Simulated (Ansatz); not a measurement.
Response to strain in GaN

The reference is GaN in the wurtzite structure (space group P6_3mc, No. 186; a = 3.1518 Å, c = 5.1383 Å). Axes: x lies along a and z along c of the hexagonal cell.

Strains are applied to the cell and any free atomic positions relax.

Method: Kohn–Sham DFT with the LDA functional, run in Ansatz (a program for electronic structure) with PAW and 420 eV plane waves, no SOC.

Notes on the quantities. energy relative to the base: free energy F.

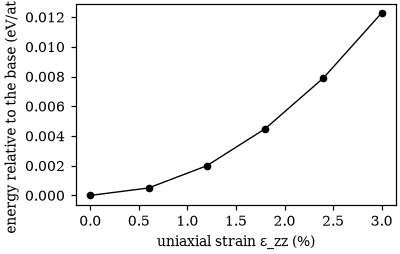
Figure: Energy relative to the base against uniaxial strain ε_zz

| uniaxial strain ε_zz (%) | energy relative to the base |
|---|---|
| 0.6 | +0.5 meV/atom |
| 1.2 | +2.0 meV/atom |
| 1.8 | +4.5 meV/atom |
| 2.4 | +7.9 meV/atom |
| 3 | +12 meV/atom |

No phonon test of stability was made.
